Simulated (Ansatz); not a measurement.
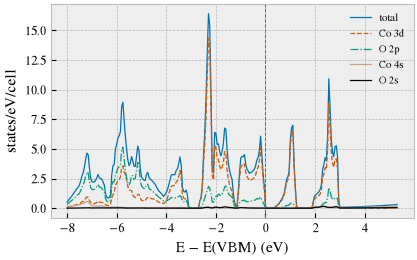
Total and projected density of states of CoO (NiAs type, space group No. 194), DFT-r²SCAN in the program Ansatz with PAW potentials

Task: Which orbitals carry the states next to the gap?

Result: Top 1 eV of the valence band: Co 3d 82 %, O 2p 17 %. Bottom 1 eV of the conduction band: Co 3d 92 %, O 2p 7 %. Projections are on Löwdin-orthogonalised atomic valence shells; empty p or d shells of many metals are not among them.

Task: Where is the tallest occupied peak in this window, and what makes it?

Result: Near -2.3 eV, about 16 states/eV per cell; the largest projected share is Co 3d.

Space group P6_3/mmc (NiAs type). The start of the workflow was typed in or built on a structure type; neither database checked (COD, Materials Project) lists it. It is not the phase usual at ambient conditions (space group No. 225). The r²SCAN relaxation kept the symmetry of its start, as lowered by the spin order; its stability against distortions is not shown here. Spin order of the final state: antiferromagnetic, chosen from 3 collinear starts compared on coarse meshes (ties went to the first, and starts can fall back to one state), not a proven ground state. Other orbital occupations within this spin state were not tried. No Hubbard U is applied.

Potentials: the later of the program's two PAW sets.
